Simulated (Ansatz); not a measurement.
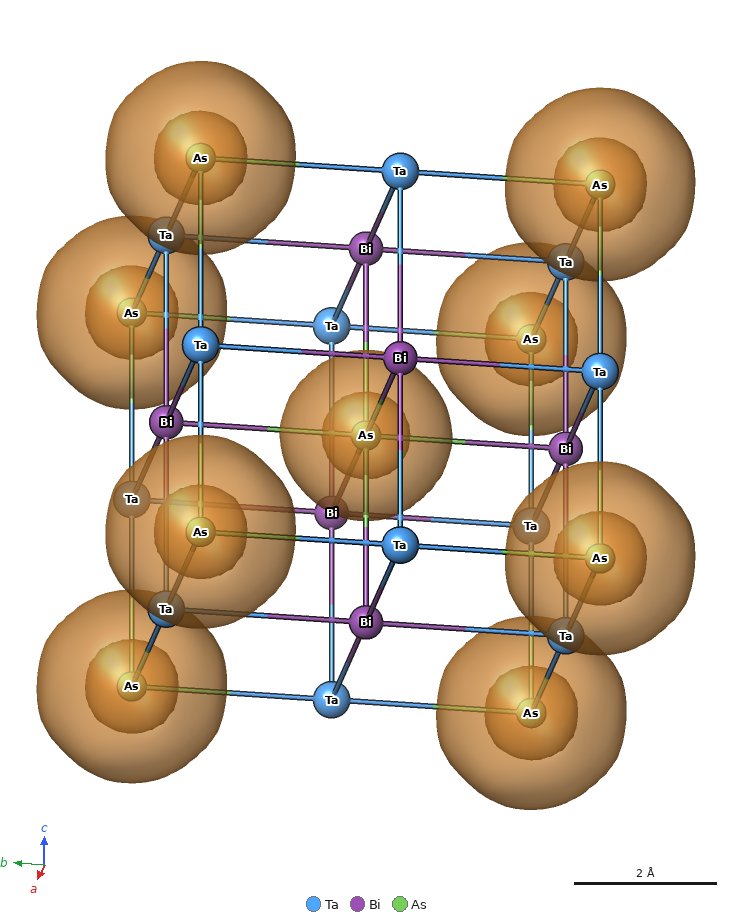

Figure. Ta3Bi3As2. Isosurface of the ELF at 0.55 (orange), seen at an oblique angle. Core shells and regions of very low density are left out. Sticks mark near contacts.

Space group Pm-3m; a structure generated by program, which may or may not match a known phase.

Theory: DFT PBE, scalar-relativistic, plane waves, PAW (Ansatz 0.2.0).

Input file:

```
crystal:
  lattice:
    - [5.7477854717, 0.0, 0.0]
    - [0.0, 5.7477854717, 0.0]
    - [0.0, 0.0, 5.7477854717]
  atoms:
    - { symbol: Ta, position: [0.5, 0.0, 0.0] }
    - { symbol: Ta, position: [0.0, 0.5, 0.0] }
    - { symbol: Ta, position: [0.0, 0.0, 0.5] }
    - { symbol: Bi, position: [0.0, 0.5, 0.5] }
    - { symbol: Bi, position: [0.5, 0.0, 0.5] }
    - { symbol: Bi, position: [0.5, 0.5, 0.0] }
    - { symbol: As, position: [0.5, 0.5, 0.5] }
    - { symbol: As, position: [0.0, 0.0, 0.0] }
basis:
  ecutwfc: 420
kpoints:
  mp_grid: { grid: [8, 8, 8] }
hamiltonian:
  xc: pbe
scf:
  occupations: { method: gaussian, width: 0.1 }
output:
  forces: true
  stress: true
  eigenvalues: true
  write_density: true
  write_potential: true
  elf: true
  volumetric_format: npy
relax:
  adjacent_minimum: "off"
  f_tol: 0.01
  max_steps: 80
  cell: { stress_tol: 0.05 }
```

Command:

```sh
ansatz run input.yaml --threads 1 --pin off --max-ram 2560MiB --backend cpu --events-out ev --progress --plain --runs-dir out
```

Below, planes, directions and counts refer to the conventional cell (a = 5.75 Å, b = 5.75 Å, c = 5.75 Å, α = 90.00°, β = 90.00°, γ = 90.00°).

Question: Identify the bonds, lone pairs and shells in this picture.

Answer: At this value the surface marks out two regions wrapped around As (the valence shell of each), counted in one cell of 8 atoms. Any copies at cell faces, edges or corners count once. Profiles from the grid: Ta–Bi (2.87 Å): the ELF is about 0.45 at the midpoint. Ta–As (2.87 Å): the ELF peaks at about 0.70 in the valence shell of As, 1.1 Å from its nucleus, and is about 0.45 at the midpoint.
